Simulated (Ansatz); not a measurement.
## Effect of 3 layers on MoS2

Consider MoS₂ in the 3R-MoS2 type structure (space group R3m, No. 160; a = 3.116 Å, c = 17.356 Å (hexagonal axes); layered, stacked along the Cartesian z axis).

Perturbation: a free-standing slab of 3 layers (9 atoms, 3 a layer) is cut normal to the stacking axis, with 15 Å of vacuum and the in-plane cell relaxed.

Computed with plane-wave PAW DFT at the PBEsol-D3(BJ) level (Ansatz, an electronic-structure program, 420 eV), without spin-orbit coupling. k-mesh 12×12×1 (Γ-centred); smearing 0.05 eV (Fermi–Dirac), for the changed cell.

```json
[
 {"quantity": "shortest interatomic distance", "base": "2.380 Å", "changed": "2.380 Å", "shift": "0.000 Å"},
 {"quantity": "band gap", "base": "0.50 eV", "changed": "0.74 eV", "shift": "+0.24 eV"},
 {"quantity": "gap character", "base": "–", "changed": "indirect, Γ → K–Γ (42 % along)", "shift": "–"},
 {"quantity": "smallest direct gap", "base": "1.87 eV", "changed": "1.67 eV", "shift": "-0.20 eV"},
 {"quantity": "hole mass (in plane)", "base": "–", "changed": "0.58 mₑ (at Γ)", "shift": "–"},
 {"quantity": "valence-band top at Γ (three highest levels, from the VBM)", "base": "–", "changed": "0.00, -0.36, -1.33 eV", "shift": "–"},
 {"quantity": "excess energy per area of both faces (slab less bulk energy over the cell's area: twice a surface energy)", "base": "–", "changed": "0.89 J/m²", "shift": "–"},
 {"quantity": "thickness between the outermost nuclei", "base": "–", "changed": "14.73 Å", "shift": "–"},
 {"quantity": "in-plane lattice parameter a", "base": "3.116 Å", "changed": "3.116 Å", "shift": "0.000 Å"}
]
```

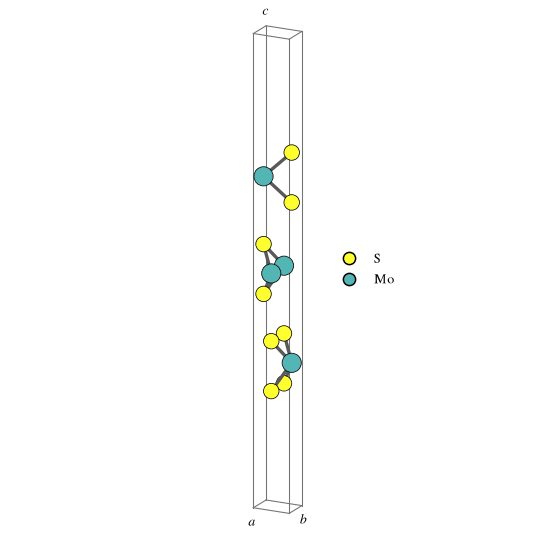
Figure. The relaxed cell after the change

The excess energy carries the mismatch between the slab's and the bulk's meshes. Effective masses come from finite differences of ±0.01 Å⁻¹. Whether these cells are dynamically stable was not tested. Labels are those of the standard path for the cell's own space group.
